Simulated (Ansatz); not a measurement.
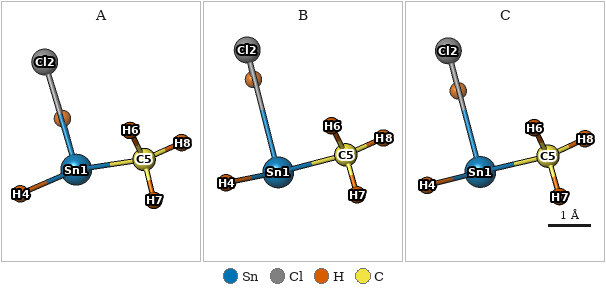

3 geometries from a converged minimum-energy path of CH5ClSn, shuffled. The picture is a ball-and-stick view, seen from a free direction.

Method: RKS PBE/def2-SVP in Ansatz 0.2.0. Settings: 9 movable images; climbing image; force threshold 0.03 eV/Å; iteration limit 60; starting path through a guess of the saddle point.

One of them is the converged climbing image. Which?

A. In order along the path, whose images run from 0 to 10: A (image 4, +38.5 kcal/mol), C (image 6, +32.9 kcal/mol), B (image 7, +32.3 kcal/mol). A hydrogen atom shifts from one atom to another. Breaking: H–Sn (1.73 → 3.38 Å). Forming: Cl–H (3.31 → 1.30 Å).

The run took 9.3 min on 1 thread of Intel(R) Xeon(R) Processor @ 2.50GHz (Skylake/Cascade Lake) (shared host), peak memory 0.13 GiB.
